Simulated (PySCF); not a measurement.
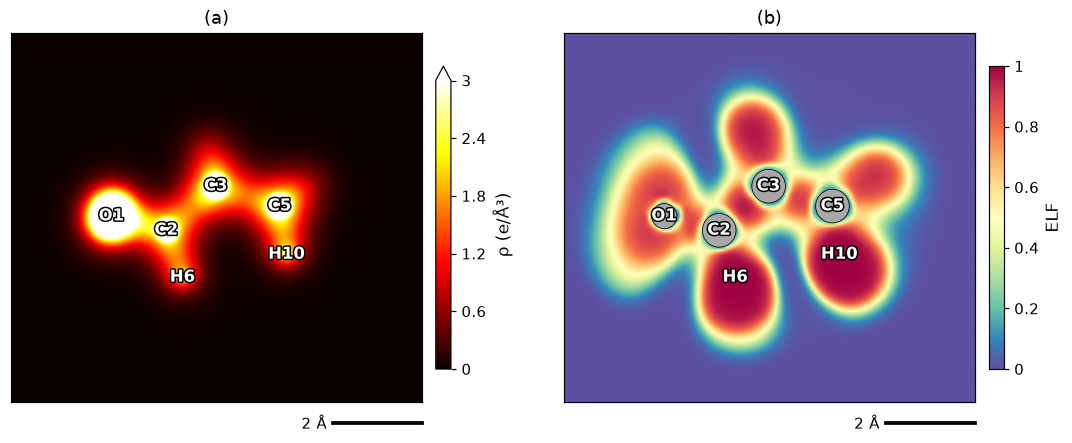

C4H6O (charge −1, doublet). (a) total electron density; (b) ELF on the plane of atoms C3, C5 and H10. Grey discs cover the atomic cores in the ELF map.

Geometry: PBE0-D3(BJ)/def2-SVP.

The calculation used UKS B3LYP, IGLO-III on C O, pcH-1 on H, non-relativistic, mean-field spin-orbit, GIAO (PySCF 2.14.0, density-fitted response routines).

Input file:

```
{"job": {"kind": "epr"}, "charge": -1, "multiplicity": 2}
O      2.606713    -0.704677     0.171608
C      1.415787    -0.782536    -0.287330
C      0.228938    -0.274272     0.460286
C     -0.461942     1.070506     0.181924
C     -1.122278    -0.230597    -0.186276
H      1.212413    -0.820086    -1.404711
H      0.240281    -0.524384     1.535980
H     -0.040229     1.671374    -0.632254
H     -0.912131     1.656184     1.002307
H     -1.158994    -0.506924    -1.247934
H     -2.005034    -0.546450     0.383388
```

Command:

```sh
OMP_NUM_THREADS=1 python probes_run.py task.json out
```

Question: Read the bonding off the picture.

Answer: The plane passes through O, C and H nuclei. C–O (1.28 Å): the density is about 2.8 e/Å³ at the midpoint; the ELF peaks at about 0.90 between the atoms: a short, strongly polar bond. C–C (1.49 Å): ρ at the midpoint is about 1.7 e/Å³; the ELF peaks at about 0.95 between the atoms; a shared electron pair. C–H (1.10 Å): ρ is about 2 e/Å³ halfway; the ELF climbs to about 1 towards the hydrogen, as it does in any bond to H (an ordinary covalent bond to hydrogen). The ELF also peaks beside O1, away from the bonds: non-bonding electrons, paired or unpaired.
